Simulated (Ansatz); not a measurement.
## Electronic structure of AlH₂N···CH₄ in real space

```xyz
9

Al   -1.1714   -0.1914    0.9844
H     1.5371    0.2103    1.3478
C     1.9198    0.1283    0.3249
H     1.6368   -0.8260   -0.0972
H     1.5229    0.9341   -0.2778
H     2.9989    0.2026    0.3500
N    -1.2428   -0.1577   -0.8114
H    -2.0821   -0.3483   -1.3347
H    -0.5018    0.0480   -1.4603
```

These are results of Ansatz, RKS BHLYP-D4/def2-mTZVP, not measurements.

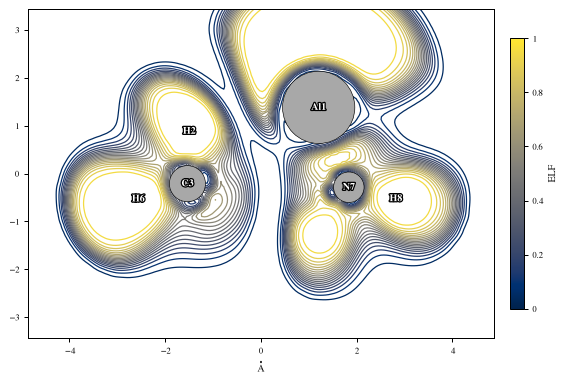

Figure 1. Electron localisation function on the plane of atoms H2, C3 and H6. Grey discs cover the atomic cores.

Question: What does the map show?

Answer: Atoms in the plane: Al, H, C and N. C3···Al1 (3.18 Å): the ELF dips to about 0.05 between them. Al–N (1.80 Å): the ELF peaks at about 0.90 between the atoms. N–H (1.01 Å): the ELF climbs to about 1 towards the hydrogen, as it does in any bond to H; an ordinary covalent bond to hydrogen. C–H (1.10 Å): the ELF climbs to about 1 towards the hydrogen; an ordinary covalent bond to hydrogen.

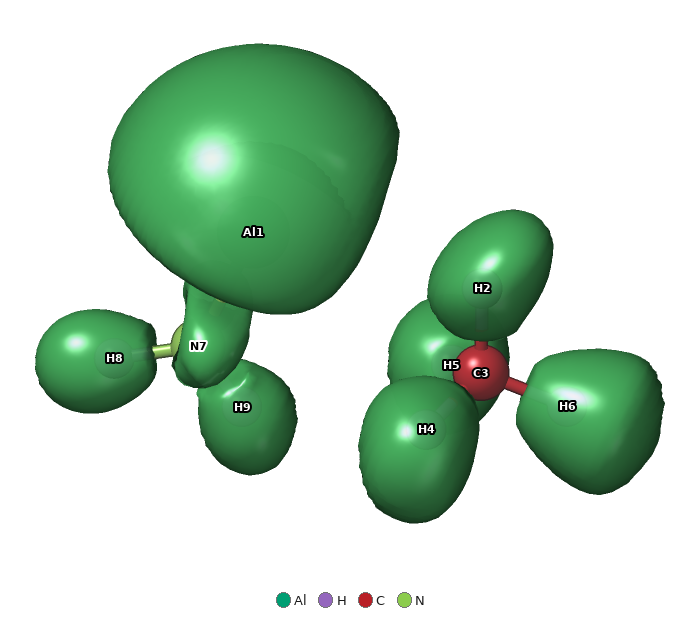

Figure 2. Isosurface of the electron localisation function at 0.85 (green), seen at a tilt. Only the valence region is drawn (cores and ρ < 0.01 e/Å³ removed).

Question: What do the ELF domains correspond to?

Answer: At this value the surface marks out six regions around hydrogen nuclei, one lobe of the valence shell of N pointing towards Al and one lobe on Al, pointing away from the bonds (lone pairs).

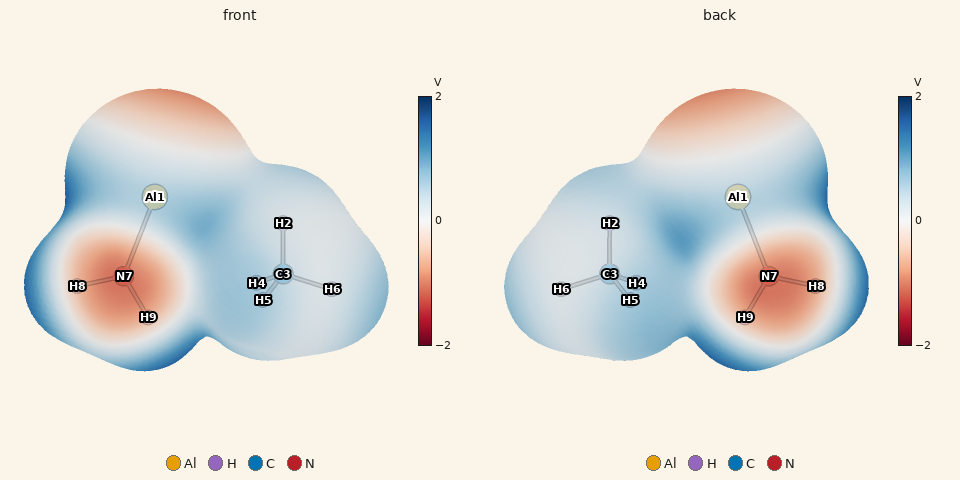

Figure 3. The electrostatic potential painted on the density surface at 0.002 e/bohr³, seen from the front and from behind; red is negative and blue positive.

Question: Describe the electrostatic potential map.

Answer: The most negative region (about −1.1 V) lies over N7, the most positive (about +1.6 V) over Al1, H8 and H9. N7 is the likeliest acceptor of a hydrogen bond.
